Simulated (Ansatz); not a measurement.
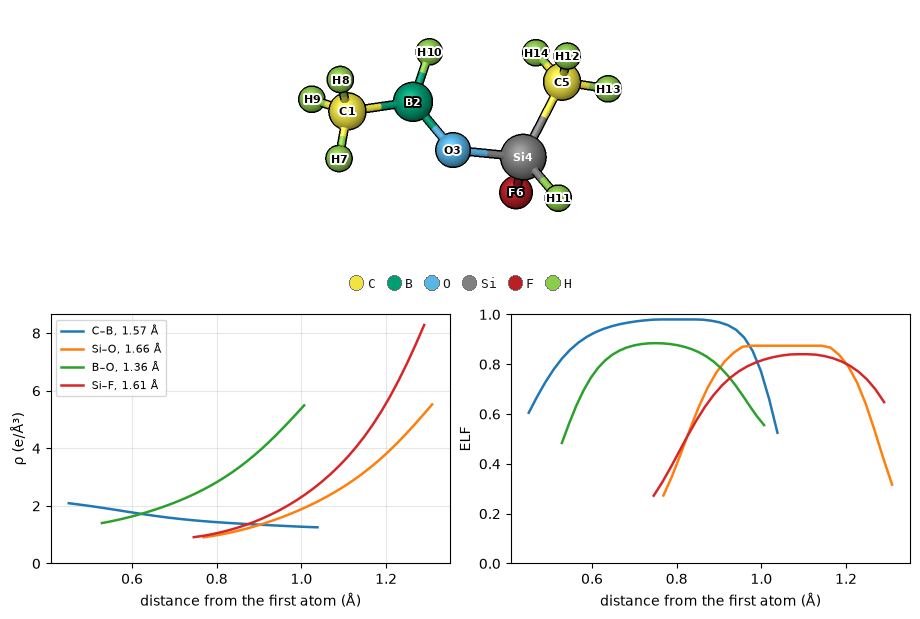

The picture shows: C₂H₈BFOSi (SMILES CBO[SiH](C)F). Electron density and electron localisation function along straight lines between neighbouring atoms. The curves leave out the atomic cores. The structure is drawn too.

Level of theory: RKS B3LYP-D4/6-31G* (Ansatz).

```xyz
14

C     0.6179   -2.6435    0.1394
B     0.4817   -1.0920   -0.0322
O    -0.5952   -0.4301    0.4821
Si   -1.0230    1.1749    0.5393
C    -0.0570    2.2336   -0.6492
F    -0.7459    1.6838    2.0441
H    -0.2244   -3.1018    0.6678
H     0.7293   -3.1298   -0.8403
H     1.5429   -2.8780    0.6866
H     1.3199   -0.4562   -0.6224
H    -2.4853    1.2327    0.3136
H    -0.2131    1.9055   -1.6832
H    -0.3783    3.2788   -0.5744
H     1.0174    2.1929   -0.4425
```

Compare the contacts.

C–B (1.57 Å): ρ at the midpoint is about 1.5 e/Å³; the ELF peaks at about 1 between the atoms, as expected for a covalent bond.
Si–O (1.66 Å): the density is about 1.1 e/Å³ at the midpoint; the ELF peaks at about 0.85 between the atoms; a polar covalent bond.
B–O (1.36 Å): ρ is about 2 e/Å³ halfway; the ELF peaks at about 0.90 between the atoms; a polar covalent bond.
Si–F (1.61 Å): the density is about 1.1 e/Å³ at the midpoint; the ELF peaks at about 0.85 in the valence shell of F, 0.5 Å from its nucleus, and is about 0.45 at the midpoint.
